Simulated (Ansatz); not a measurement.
# FH3NOSi: vertical spin-state energies

A script is to give vertical spin-state energies; the system is FH3NOSi. SMILES: N[Si](O)F.

Program: Ansatz 0.2.0, driven from Python. Level of theory: r2SCAN/6-31G*. These are calculated values, not measurements.

## (1) The structure

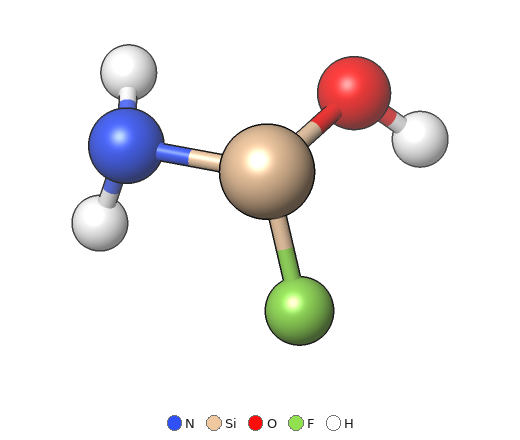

The starting structure, viewed from a chosen angle; nitrogen blue, silicon light orange, oxygen red, fluorine green, hydrogen white.

No structure file is read: the coordinates are typed or built in the script.

## (2) The script

Input file fh3nosi.py:

```python
"""Vertical spin-state energies of FH3NOSi."""

import ansatz as az
from ase import Atoms

BASIS_SET = "6-31G*"
XC = "r2SCAN"


def main() -> None:
    atoms = Atoms(["N", "Si", "O", "F", "H", "H", "H"], positions=[
        (-0.3701, 1.1497, 0.3017),
        (0.0974, -0.3198, 0.845),
        (1.2213, -0.683, -0.2939),
        (-1.0486, -1.2881, 0.5254),
        (0.2995, 1.5233, -0.3675),
        (-1.2403, 1.0493, -0.2886),
        (1.102, -1.4995, -0.7678),
    ])
    mol = az.Crystal.molecule_from_ase(atoms)

    base = mol.calculation().basis(gaussian=BASIS_SET).functional(XC)
    found = {}
    for unpaired in [1, 3]:
        summary = base.spin("collinear", total=unpaired).run(threads=1).report
        s = unpaired / 2
        found[unpaired] = summary["free_energy_ev"]
        print(f"2S+1 = {unpaired + 1}: E = {found[unpaired]:.5f} eV, <S^2> = {abs(summary['mean_field']['state']['spin_squared']):.3f} (pure state {s * (s + 1):.2f})")
    lowest = min(found, key=found.get)
    for unpaired, e in found.items():
        print(f"multiplicity {unpaired + 1}: {(e - found[lowest]):.3f} eV above the lowest")


if __name__ == "__main__":
    main()
```

## (3) The run

On the command line:

```console
> python fh3nosi.py
```

**Question.** Which spin state is lowest at this geometry, and how far above lie the others?

**Answer**, as computed:

| quantity | value |
| --- | --- |
| runs compared | 2 |
| lowest | run 1 (2S+1 = 2) |
| next above it by | 6.829 eV |

**Reading.** In order: multiplicity 2 (+0.00 eV) and multiplicity 4 (+6.83 eV), all at the one geometry. What to keep in mind:
- The geometry is a force-field or estimated start, not a minimum of this method, and the basis set is short of its limit. All parts are taken at fixed geometry, without zero-point energy.
- The species is open-shell (spin multiplicity 2).
